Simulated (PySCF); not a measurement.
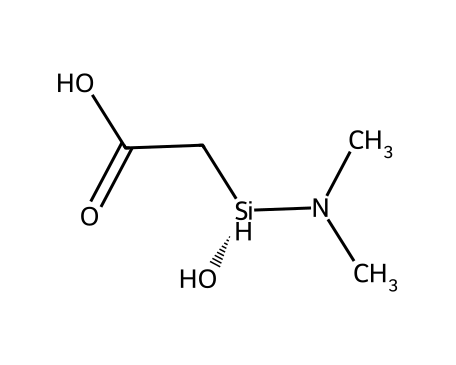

The computed structure is the end point of a GFN2-xTB optimisation. No frequency run is at hand to confirm it as a minimum. Properties computed with PBE0/pcSseg-1, gas phase (PySCF 2.14.0).

Computed properties:

The species is C4H11NO3Si (`CN(C)[Si@H](O)CC(=O)O`).
- dipole moment: 2.24 D
- HOMO energy (Kohn–Sham orbital): −6.46 eV
- LUMO energy (Kohn–Sham orbital): −0.07 eV
- HOMO–LUMO gap: 6.39 eV

The geometry is semi-empirical. Around Si such bond lengths and angles can be off by a tenth of an ångström or more and by several degrees, and values that hang on the shape move with them.
